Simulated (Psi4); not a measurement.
# Run report: SiO, single-point calculation

SiO, SMILES O=[Si], computed with MP3/jun-cc-pVDZ, RHF (Psi4 1.11).

The geometry comes from this level: PBE0-D4/def2-TZVP.

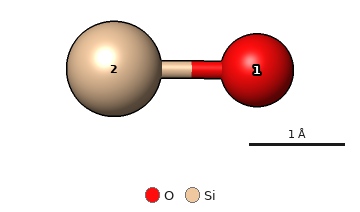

Fig. 1: The structure as given in the input (ball-and-stick view, seen on its broad side; atoms are numbered from 1 in the order of the input). Bond lengths as drawn: O–Si 1.51 Å.

### Results in brief

```json
{"quantity": "outcome", "value": "converged"}
{"quantity": "total energy", "value": "−364.073121 hartree"}
{"quantity": "SCF energy", "value": "−363.796517 hartree"}
{"quantity": "MP2 energy", "value": "−364.081761 hartree"}
{"quantity": "correlation energy", "value": "−0.276604 hartree"}
{"quantity": "basis functions", "value": "40"}
{"quantity": "HOMO of the SCF reference", "value": "−11.93 eV"}
{"quantity": "LUMO of the SCF reference", "value": "0.55 eV"}
{"quantity": "hardware", "value": "1 thread of AMD EPYC (Zen 5), 16 GiB of memory available, shared host"}
{"quantity": "wall time", "value": "2.5 s"}
{"quantity": "peak memory", "value": "0.27 GiB"}
```

### The input (input.dat)
```
memory 1600 MB

molecule molecule1 {
  0 1
  O     -0.640700     0.231500    -0.324000
  Si     0.640700    -0.231500     0.324000
  units angstrom
  symmetry c1
}

set {
  basis    jun-cc-pVDZ
  scf_type direct
  mp_type  conv
}

energy("mp3")
```

Command:
```bash
psi4 -n 1 input.dat output.dat
```

### Log
```
Psi4 1.11 release

   => Loading Basis Set <=

    Name: JUN-CC-PVDZ
    Role: ORBITAL
    Keyword: BASIS

         ---------------------------------------------------------
                                   SCF
                              RHF Reference
                        1 Threads,   1525 MiB Core
         ---------------------------------------------------------

  ==> Geometry <==

    Molecular point group: c1
    Full point group: C_inf_v

    Geometry (in Angstrom), charge = 0, multiplicity = 1:

       Center              X                  Y                   Z               Mass
    ------------   -----------------  -----------------  -----------------  -----------------
         O           -0.000000000000    -0.000000000000    -0.959922532603    15.994914619570
         SI           0.000000000000     0.000000000000     0.548805063751    27.976926534650

  Running in c1 symmetry.

  Rotational constants: A = ************  B =      0.72773  C =      0.72773 [cm^-1]
  Rotational constants: A = ************  B =  21816.65947  C =  21816.65947 [MHz]
  Nuclear repulsion =   39.283332351226669

  Charge       = 0
  Multiplicity = 1
  Electrons    = 22
  Nalpha       = 11
  Nbeta        = 11

  ==> Algorithm <==

  SCF Algorithm Type is DIRECT.
  DIIS enabled.
  MOM disabled.
  Fractional occupation disabled.
  Guess Type is SAD.
  Energy threshold   = 1.00e-08
  Density threshold  = 1.00e-08
  Integral threshold = 1.00e-12

  ==> Primary Basis <==

  Basis Set: JUN-CC-PVDZ
    Blend: JUN-CC-PVDZ
    Number of shells: 18
    Number of basis functions: 40
    Number of Cartesian functions: 42
    Spherical Harmonics?: true
    Max angular momentum: 2

   => Loading Basis Set <=

    Name: (JUN-CC-PVDZ AUX)
    Role: JKFIT
    Keyword: DF_BASIS_SCF

  Starting with a DF guess...

  ==> Integral Setup <==

  DFHelper Memory: AOs need 0.003 GiB; user supplied 1.118 GiB.
  SCF_SUBTYPE=INCORE selected. In-core MEM_DF algorithm will be used.
  Using in-core AOs.

  ==> MemDFJK: Density-Fitted J/K Matrices <==

    J tasked:                   Yes
    K tasked:                   Yes
    wK tasked:                   No
    Memory [MiB]:              1144
    Algorithm:                 Core
    Schwarz Cutoff:           1E-12
    Mask sparsity (%):       0.0000
    Fitting Condition:        1E-10

   => Auxiliary Basis Set <=

  Basis Set: (JUN-CC-PVDZ AUX)
    Blend: JUN-CC-PVDZ-JKFIT
    Number of shells: 66
    Number of basis functions: 200
    Number of Cartesian functions: 231
    Spherical Harmonics?: true
    Max angular momentum: 3

  Minimum eigenvalue in the overlap matrix is 2.9835669623E-03.
  Reciprocal condition number of the overlap matrix is 7.3351553180E-04.
    Using symmetric orthogonalization.

  ==> Pre-Iterations <==

  SCF Guess: Superposition of Atomic Densities via on-the-fly atomic UHF (no occupation information).

   -------------------------
    Irrep   Nso     Nmo
   -------------------------
     A         40      40
   -------------------------
    Total      40      40
   -------------------------

  ==> Iterations <==

                           Total Energy        Delta E     RMS |[F,P]|

   @DF-RHF iter SAD:  -362.85807982833995   -3.62858e+02   0.00000e+00
   @DF-RHF iter   1:  -363.63701352328519   -7.78934e-01   1.49352e-02 DIIS/ADIIS
   @DF-RHF iter   2:  -363.59032567678383    4.66878e-02   1.75776e-02 DIIS/ADIIS
   @DF-RHF iter   3:  -363.79592462148707   -2.05599e-01   5.17672e-04 DIIS/ADIIS
   @DF-RHF iter   4:  -363.79635555781084   -4.30936e-04   1.41974e-04 DIIS/ADIIS
   @DF-RHF iter   5:  -363.79638576994876   -3.02121e-05   2.10827e-05 DIIS
   @DF-RHF iter   6:  -363.79638665062248   -8.80674e-07   3.60228e-06 DIIS
   @DF-RHF iter   7:  -363.79638667776612   -2.71436e-08   9.65826e-07 DIIS
   @DF-RHF iter   8:  -363.79638667990764   -2.14152e-09   4.03285e-07 DIIS
   @DF-RHF iter   9:  -363.79638668026149   -3.53850e-10   7.37180e-08 DIIS
   @DF-RHF iter  10:  -363.79638668027872   -1.72236e-11   9.89578e-09 DIIS

  DF guess converged.

  ==> DirectJK: Integral-Direct J/K Matrices <==

    J tasked:                  Yes
    K tasked:                  Yes
    wK tasked:                  No
    Integrals threads:           1
    Screening Type:           CSAM
    Screening Cutoff:        1E-12
    Incremental Fock:           No

   @RHF iter  11:  -363.79651672820410   -3.63797e+02   8.28782e-06 DIIS
   @RHF iter  12:  -363.79651680786424   -7.96601e-08   2.42124e-06 DIIS
   @RHF iter  13:  -363.79651681215006   -4.28582e-09   1.47400e-06 DIIS
   @RHF iter  14:  -363.79651681367812   -1.52806e-09   4.24984e-07 DIIS
   @RHF iter  15:  -363.79651681385792   -1.79796e-10   5.13676e-08 DIIS
   @RHF iter  16:  -363.79651681386315   -5.22959e-12   1.16545e-08 DIIS
   @RHF iter  17:  -363.79651681386326   -1.13687e-13   3.30179e-09 DIIS
  Energy and wave function converged.

  ==> Post-Iterations <==

    Orbital Energies [Eh]
    ---------------------

    Doubly Occupied:

       1A    -68.835930     2A    -20.544970     3A     -6.184847
       4A     -4.286726     5A     -4.285568     6A     -4.285568
       7A     -1.276061     8A     -0.615552     9A     -0.479015
      10A     -0.479015    11A     -0.438295

    Virtual:

      12A      0.020255    13A      0.020255    14A      0.053082
      15A      0.072095    16A      0.099262    17A      0.099262
      18A      0.219043    19A      0.243133    20A      0.264826
      21A      0.264826    22A      0.388988    23A      0.522232
      24A      0.522232    25A      0.542273    26A      0.542273
      27A      0.559658    28A      0.660612    29A      0.660612
      30A      0.754531    31A      1.111858    32A      1.478252
      33A      1.478252    34A      1.486428    35A      2.132388
      36A      2.990014    37A      2.990014    38A      3.118899
      39A      3.118899    40A      3.573062

    Final Occupation by Irrep:
              A
    DOCC [    11 ]
    NA   [    11 ]
    NB   [    11 ]

  @RHF Final Energy:  -363.79651681386326

   => Energetics <=

    Nuclear Repulsion Energy =             39.2833323512266688
    One-Electron Energy =                -582.7366065383224623
    Two-Electron Energy =                 179.6567573732324945
    Total Energy =                       -363.7965168138632635

Computation Completed

Properties will be evaluated at   0.000000,   0.000000,   0.000000 [a0]

Properties computed using the SCF density matrix

 Multipole Moments:

 ------------------------------------------------------------------------------------
     Multipole            Electronic (a.u.)      Nuclear  (a.u.)        Total (a.u.)
 ------------------------------------------------------------------------------------

 L = 1.  Multiply by 2.5417464519 to convert [e a0] to [Debye]
 Dipole X            :         -0.0000000            0.0000000           -0.0000000
 Dipole Y            :          0.0000000            0.0000000            0.0000000
 Dipole Z            :          1.4671118            0.0073522            1.4744641
 Magnitude           :                                                    1.4744641

 ------------------------------------------------------------------------------------

	total time  =          1 seconds =       0.02 minutes
 MINTS: Wrapper to libmints.

   Calculation information:
      Number of threads:                 1
      Number of atoms:                   2
      Number of AO shells:              18
      Number of SO shells:              18
      Number of primitives:             76
      Number of atomic orbitals:        42
      Number of basis functions:        40

      Number of irreps:                  1
      Integral cutoff                 1.00e-12
      Number of functions per irrep: [  40 ]

 OEINTS: Overlap, kinetic, potential, dipole, and quadrupole integrals
         stored in file 35.

      Computing two-electron integrals...done
      Computed 80193 non-zero two-electron integrals.
        Stored in file 33.

  Module OCC Options:
  ----------------------------------------------------------------------------
  ACTIVE                        => (empty)
  BASIS_RELATIVISTIC            => (empty)
  BENCH                         => (empty)
  CACHELEVEL                    => (empty)
  CCL_ENERGY                    => (empty)
  CC_MAXITER                    => (empty)
  CC_TYPE                       => (empty)
  CEPA_OS_SCALE                 => (empty)
  CEPA_SOS_SCALE                => (empty)
  CEPA_SS_SCALE                 => (empty)
  CEPA_TYPE                     => (empty)
  CI_TYPE                       => (empty)
  CUBEPROP_BASIS_FUNCTIONS      => (empty)
  CUBEPROP_FILEPATH             => (empty)
  CUBEPROP_ISOCONTOUR_THRESHOLD => (empty)
  CUBEPROP_ORBITALS             => (empty)
  CUBEPROP_TASKS                => (empty)
  CUBIC_BASIS_TOLERANCE         => (empty)
  CUBIC_BLOCK_MAX_POINTS        => (empty)
  CUBIC_GRID_OVERAGE            => (empty)
  CUBIC_GRID_SPACING            => (empty)
  CUTOFF                        => (empty)
  DDX                           => (empty)
  DEBUG                         => (empty)
  DERTYPE                       => (empty)
  DF_BASIS_CC                   => (empty)
  DIE_IF_NOT_CONVERGED          => (empty)
  DIIS_MAX_VECS                 => (empty)
  DIIS_MIN_VECS                 => (empty)
  DKH_ORDER                     => (empty)
  DOCC                          => (empty)
  DO_DIIS                       => (empty)
  DO_LEVEL_SHIFT                => (empty)
  DO_SCS                        => (empty)
  DO_SOS                        => (empty)
  E3_SCALE                      => (empty)
  EA_POLES                      => (empty)
  EKT_EA                        => (empty)
  EKT_IP                        => (empty)
  EP_EA_POLES                   => (empty)
  EP_IP_POLES                   => (empty)
  EP_MAXITER                    => (empty)
  EXTERNAL_POTENTIAL_SYMMETRY   => (empty)
  E_CONVERGENCE                 => 1e-06           !
  FREEZE_CORE                   => (empty)
  FREEZE_CORE_POLICY            => (empty)
  FROZEN_DOCC                   => (empty)
  FROZEN_UOCC                   => (empty)
  INTEGRAL_PACKAGE              => (empty)
  IP_POLES                      => (empty)
  LEVEL_SHIFT                   => (empty)
  LITERAL_CFOUR                 => (empty)
  LS_THC_BASIS_TOLERANCE        => (empty)
  LS_THC_DF                     => (empty)
  LS_THC_PRUNING_SCHEME         => (empty)
  LS_THC_RADIAL_POINTS          => (empty)
  LS_THC_SPHERICAL_POINTS       => (empty)
  LS_THC_S_EPSILON              => (empty)
  LS_THC_WEIGHTS_TOLERANCE      => (empty)
  MAT_NUM_COLUMN_PRINT          => (empty)
  MAX_MOGRAD_CONVERGENCE        => (empty)
  MAX_RADIAL_MOMENT             => (empty)
  MBIS_D_CONVERGENCE            => (empty)
  MBIS_MAXITER                  => (empty)
  MBIS_PRUNING_SCHEME           => (empty)
  MBIS_RADIAL_POINTS            => (empty)
  MBIS_SPHERICAL_POINTS         => (empty)
  MOGRAD_DAMPING                => (empty)
  MOLDEN_WITH_VIRTUAL           => (empty)
  MO_MAXITER                    => (empty)
  MO_READ                       => (empty)
  MO_STEP_MAX                   => (empty)
  MO_WRITE                      => (empty)
  MP2_OS_SCALE                  => (empty)
  MP2_SOS_SCALE                 => (empty)
  MP2_SOS_SCALE2                => (empty)
  MP2_SS_SCALE                  => (empty)
  MP2_TYPE                      => (empty)
  MP_TYPE                       => CONV            !
  NAT_ORBS                      => (empty)
  NUM_FROZEN_DOCC               => (empty)
  NUM_FROZEN_UOCC               => (empty)
  NUM_GPUS                      => (empty)
  OCC_ORBS_PRINT                => (empty)
  OEPROP                        => (empty)
  OPT_METHOD                    => (empty)
  ORBITAL_OPTIMIZER_PACKAGE     => (empty)
  ORB_OPT                       => FALSE           !
  ORB_RESP_SOLVER               => (empty)
  ORTH_TYPE                     => (empty)
  OS_SCALE                      => (empty)
  PARENT_SYMMETRY               => (empty)
  PCG_BETA_TYPE                 => (empty)
  PCG_CONVERGENCE               => (empty)
  PCG_MAXITER                   => (empty)
  PCM                           => (empty)
  PE                            => (empty)
  PRINT                         => (empty)
  PRINT_NOONS                   => (empty)
  PROPERTIES                    => (empty)
  PROPERTIES_ORIGIN             => (empty)
  PUREAM                        => (empty)
  QC_MODULE                     => (empty)
  RAS1                          => (empty)
  RAS2                          => (empty)
  RAS3                          => (empty)
  RAS4                          => (empty)
  RELATIVISTIC                  => (empty)
  RELAXED                       => (empty)
  REMP_A                        => (empty)
  RESTRICTED_DOCC               => (empty)
  RESTRICTED_UOCC               => (empty)
  RMS_MOGRAD_CONVERGENCE        => (empty)
  R_CONVERGENCE                 => (empty)
  SCF_TYPE                      => DIRECT          !
  SCREENING                     => (empty)
  SCS_TYPE                      => (empty)
  SOCC                          => (empty)
  SOS_TYPE                      => (empty)
  SPIN_SCALE_TYPE               => NONE            !
  SS_SCALE                      => (empty)
  SYMMETRIZE                    => (empty)
  TPDM_ABCD_TYPE                => (empty)
  WFN                           => (empty)
  WFN_TYPE                      => OMP3            !
  WRITER_FILE_LABEL             => (empty)
  ZORA_BASIS_TOLERANCE          => (empty)
  ZORA_NR_DEBUG                 => (empty)
  ZORA_PRUNING_SCHEME           => (empty)
  ZORA_RADIAL_POINTS            => (empty)
  ZORA_SPHERICAL_POINTS         => (empty)

 ==============================================================================
 ==============================================================================
 ==============================================================================

                             MP3

 ==============================================================================
 ==============================================================================
 ==============================================================================

	MO spaces per irreps...

	IRREP   FC    OCC   VIR  FV
	==============================
	   A     0    11    29    0
	==============================

	Computing MP2 energy using SCF MOs (Canonical MP2)...
	==============================================================================
	Nuclear Repulsion Energy (a.u.)    :    39.28333235122667
	SCF Energy (a.u.)                  :  -363.79651681386326
	REF Energy (a.u.)                  :  -363.79651681386326
	Alpha-Alpha Contribution (a.u.)    :    -0.03784743479429
	Alpha-Beta Contribution (a.u.)     :    -0.20954970884951
	Beta-Beta Contribution (a.u.)      :    -0.03784743479429
	Scaled_SS Correlation Energy (a.u.):    -0.02523162319620
	Scaled_OS Correlation Energy (a.u.):    -0.25145965061941
	SCS-MP2 Total Energy (a.u.)        :  -364.07320808767889
	SOS-MP2 Total Energy (a.u.)        :  -364.06893143536763
	SCSN-MP2 Total Energy (a.u.)       :  -363.92973978433918
	SCS-MP2-VDW Total Energy (a.u.)    :  -364.10258787598497
	SOS-PI-MP2 Total Energy (a.u.)     :  -364.08988640625256
	MP2 Correlation Energy (a.u.)      :    -0.28524457843810
	MP2 Total Energy (a.u.)            :  -364.08176139230136
	==============================================================================

	Computing MP3 energy using SCF MOs (Canonical MP3)...
	==============================================================================
	Nuclear Repulsion Energy (a.u.)    :    39.28333235122667
	SCF Energy (a.u.)                  :  -363.79651681386326
	REF Energy (a.u.)                  :  -363.79651681386326
	Alpha-Alpha Contribution (a.u.)    :    -0.03129375938313
	Alpha-Beta Contribution (a.u.)     :    -0.21401667949201
	Beta-Beta Contribution (a.u.)      :    -0.03129375938313
	MP2.5 Correlation Energy (a.u.)    :    -0.28092438834818
	MP2.5 Total Energy (a.u.)          :  -364.07744120221145
	SCS-MP3 Total Energy (a.u.)        :  -364.07104799263391
	3rd Order Energy (a.u.)            :     0.00864038017983
	MP3 Correlation Energy (a.u.)      :    -0.27660419825826
	MP3 Total Energy (a.u.)            :  -364.07312101212153
	==============================================================================

	total time  =          0 seconds =       0.00 minutes

    Psi4 run time: 0:00:01.88
```

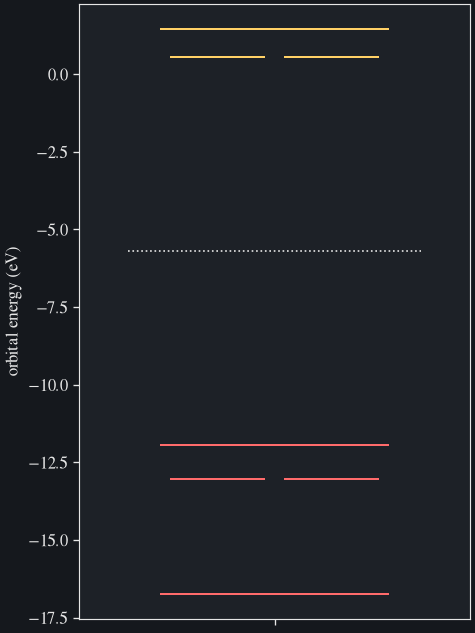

Fig. 2: Orbital energies near the frontier (SCF reference); the dotted line parts filled from empty levels, and levels within 0.02 eV of each other stand side by side. Highest filled −11.93 eV, lowest empty 0.55 eV, 12.48 eV apart.
